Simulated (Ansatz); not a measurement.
Consider FGaH$_{4}$O.

The calculation's input:

```
crystal:
  periodic: [false, false, false]
  atoms:
    - { symbol: Ga, position_ang: [0.045592, 0.38998, -0.521776] }
    - { symbol: O, position_ang: [-0.026117, -0.013725, 2.423224] }
    - { symbol: H, position_ang: [-0.938138, -0.115582, 2.71842] }
    - { symbol: H, position_ang: [1.472065, -0.115883, -0.890936] }
    - { symbol: H, position_ang: [-1.382397, -0.124536, -0.881801] }
    - { symbol: F, position_ang: [0.023197, 1.905956, 0.32709] }
    - { symbol: H, position_ang: [0.045399, 0.94679, 2.216079] }
basis:
  gaussian: { orbitals: def2-SVP }
hamiltonian:
  xc: pbe0
  dispersion: d4
relax:
  f_tol: 0.03
  max_steps: 50
output:
  orbitals: {}
```

Command:

```sh
ansatz run input.yaml --threads 2 --pin off --max-ram 3072MiB --backend cpu --events-out ev --progress --plain --runs-dir out
```

The fields are those of the run's last geometry, not of the input's.

All numbers below come from RKS PBE0-D4/def2-SVP in Ansatz.

> What will maps of the electron density and electron localisation function show?

Ga–F (1.81 Å): ρ at the midpoint is about 0.73 e/Å³; the ELF peaks at about 0.85 in the valence shell of F, 0.6 Å from its nucleus, and is about 0.15 at the midpoint.
Ga–O (2.14 Å): ρ at the midpoint is about 0.38 e/Å³; the ELF peaks at about 0.90 in the valence shell of O, 0.6 Å from its nucleus, and is about 0.20 at the midpoint.
O–H (0.98 Å): ρ at the midpoint is about 3.7 e/Å³; the ELF climbs to about 1 towards the hydrogen, as it does in any bond to H; a covalent bond by its length.

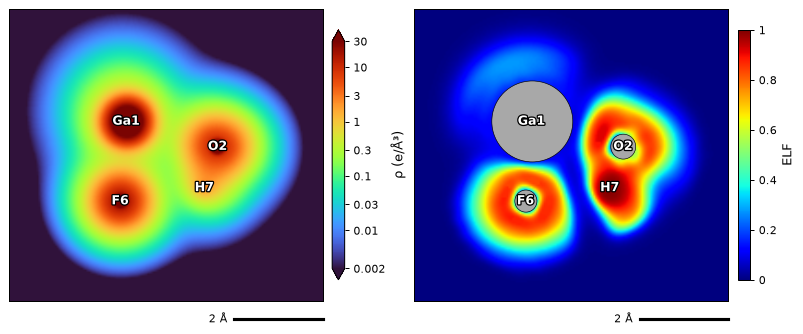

Computed electron density and electron localisation function on the plane of atoms Ga1, O2 and H7, in this order. Grey discs cover the atomic cores in the ELF map. 
